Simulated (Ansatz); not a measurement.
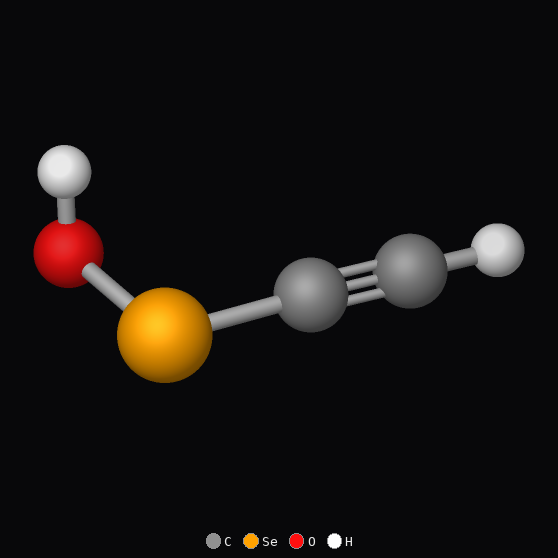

Computed geometry: PBE0-D4/def2-TZVP optimisation. No frequency run is at hand to confirm it as a minimum.

Draw it as a skeletal formula.

SMILES: C#C[Se]O

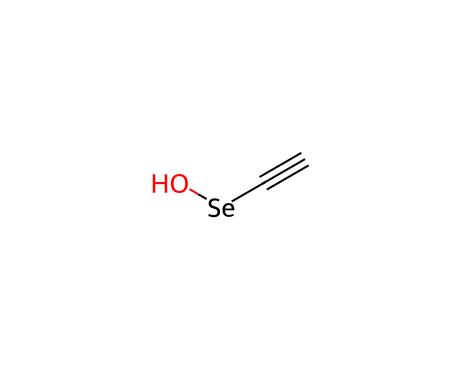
